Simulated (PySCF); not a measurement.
**Cl3GeI (GeICl3): density, localisation and related maps**

The calculation's input:

```
{"job": {"kind": "uv", "xc": "B3LYP", "basis": "def2-SVPD", "ip": true, "nstates": 15}, "charge": 0, "multiplicity": 1}
Ge     0.012368    -0.020947    -0.054682
I     -0.052873    -0.059689     2.425119
Cl     2.031144    -0.029401    -0.741078
Cl    -0.943086     1.726502    -0.820231
Cl    -0.972704    -1.726944    -0.871238
```

Run with:

```sh
OMP_NUM_THREADS=1 python probes_run.py task.json out
```

Geometry: PBE0-D3(BJ)/def2-SVP; core potentials replace the inner electrons of I.

Level of theory: PySCF, B3LYP/def2-SVPD, SCF density, gas phase, scalar-relativistic core potentials on the heavy atoms.

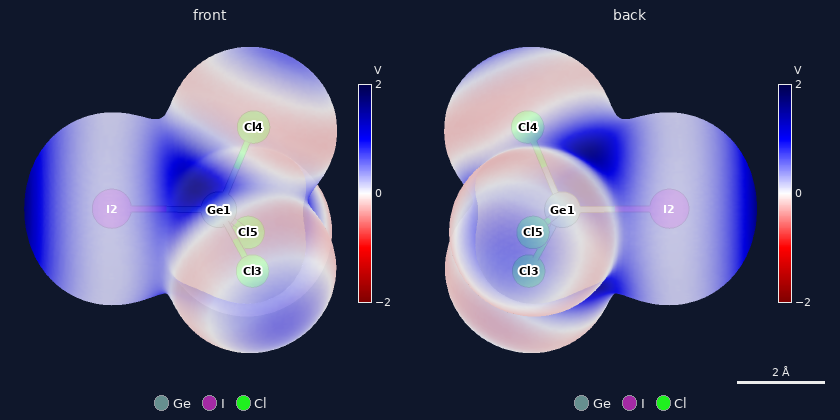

Figure 1. The molecular electrostatic potential painted on the density surface at 0.002 e/bohr³, seen from the front and from behind; red is negative and blue positive.

**Which sites attract a positive test charge, and which a negative one?**

A positive charge is drawn to the negative regions and a negative charge to the positive ones. The most negative region (about −0.2 V) lies over Cl3, Cl4 and Cl5, the most positive (about +1.6 V) over Ge1 and I2. I2 shows a σ-hole: about +1.6 V at the tip opposite its bond, against about +0.1 V on its flanks. Cl3 shows a σ-hole: about +0.5 V at the tip opposite its bond, against about −0.1 V on its flanks. Cl4 shows a σ-hole: about +0.5 V at the tip opposite its bond, against about −0.1 V on its flanks. Cl5 shows a σ-hole: about +0.5 V at the tip opposite its bond, against about −0.1 V on its flanks.

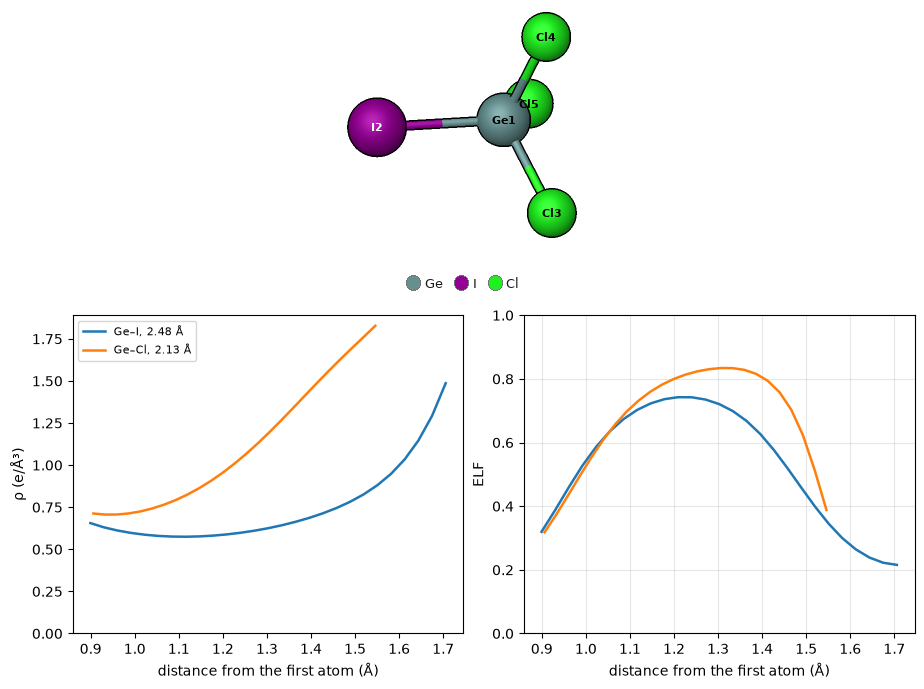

Figure 2. Electron density and electron localisation function along straight lines between neighbouring atoms. The curves leave out the atomic cores. The structure is drawn too.

**What can be read from the curves?**

Ge–I (2.48 Å): ρ at the midpoint is about 0.6 e/Å³; the ELF peaks at about 0.75 in the valence shell of I, 1.3 Å from its nucleus, and is about 0.75 at the midpoint.
Ge–Cl (2.13 Å): the density is about 0.76 e/Å³ at the midpoint; the ELF peaks at about 0.85 in the valence shell of Cl, 0.8 Å from its nucleus, and is about 0.65 at the midpoint.
